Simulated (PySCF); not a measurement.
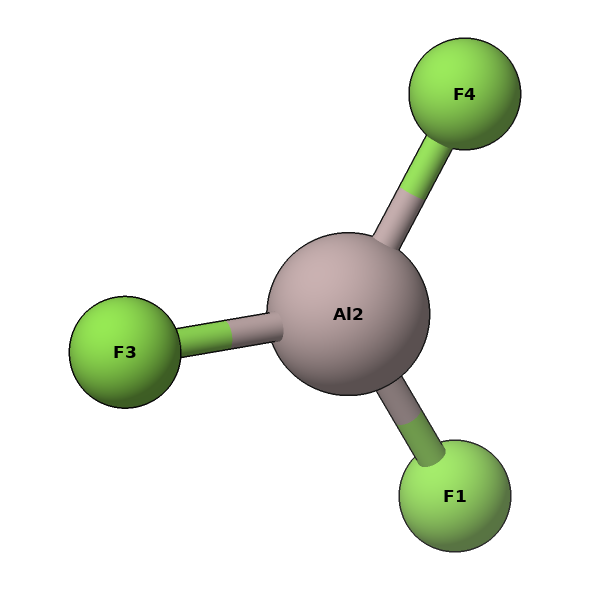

Atoms carry their numbers in the input. Computed geometry: GFN2-xTB optimisation. No frequency run is at hand to confirm it as a minimum.

Give the bond lengths.

```json
{"bond": "F1–Al2", "length (Å)": "1.631"}
{"bond": "Al2–F3", "length (Å)": "1.631"}
{"bond": "Al2–F4", "length (Å)": "1.631"}
```
